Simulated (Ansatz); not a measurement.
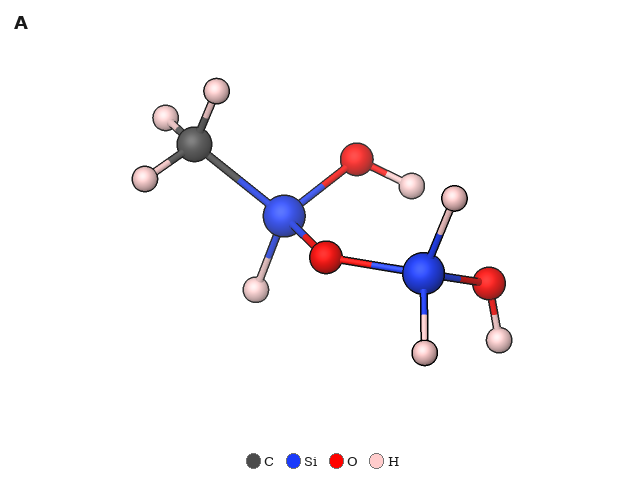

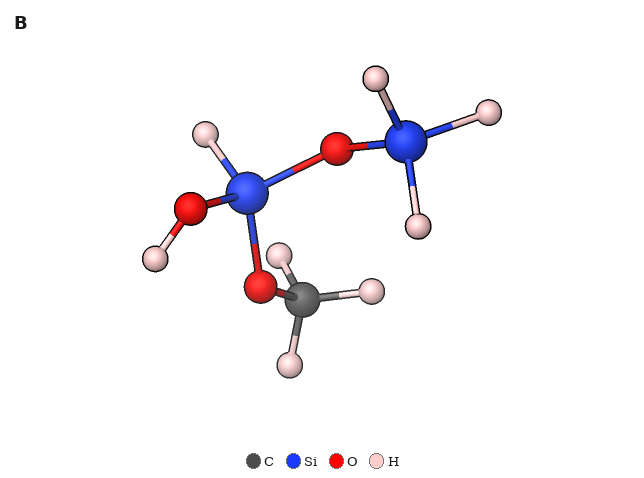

2 stationary structures of one formula. Geometries: PBE0-D4/def2-TZVP. Electronic energies: B2PLYP (frozen core)/def2-TZVPP (Ansatz 0.2.0), without zero-point energy. No frequency run is at hand to confirm each as a minimum. Each is one conformer, not always the lowest.

How are they related?

Answer. They are constitutional isomers of CH8O3Si2: A `C[Si@@H](O)O[SiH2]O`, B `CO[Si@@H](O)O[SiH3]`.

Which structure is the most stable?

Answer. A is lowest; B lies 1.005 eV above it.

Give E(B) − E(A) in eV at these levels too: PBE0-D4/def2-TZVP; ωB97X-V/def2-TZVPP; PBE0-D4/def2-TZVPP; B2PLYP (frozen core)/def2-TZVPP; B3LYP-D4/def2-TZVPP; ωB97M-V/def2-TZVPP; RHF-CCSD(T) (frozen core)/def2-TZVPP; PBE-D4/def2-TZVPP.

```json
{"level": "PBE0-D4/def2-TZVP", "E(B) − E(A) (eV)": "+1.017"}
{"level": "ωB97X-V/def2-TZVPP", "E(B) − E(A) (eV)": "+1.000"}
{"level": "PBE0-D4/def2-TZVPP", "E(B) − E(A) (eV)": "+1.054"}
{"level": "B2PLYP (frozen core)/def2-TZVPP", "E(B) − E(A) (eV)": "+1.005"}
{"level": "B3LYP-D4/def2-TZVPP", "E(B) − E(A) (eV)": "+0.979"}
{"level": "ωB97M-V/def2-TZVPP", "E(B) − E(A) (eV)": "+1.064"}
{"level": "RHF-CCSD(T) (frozen core)/def2-TZVPP", "E(B) − E(A) (eV)": "+1.026"}
{"level": "PBE-D4/def2-TZVPP", "E(B) − E(A) (eV)": "+1.056"}
```
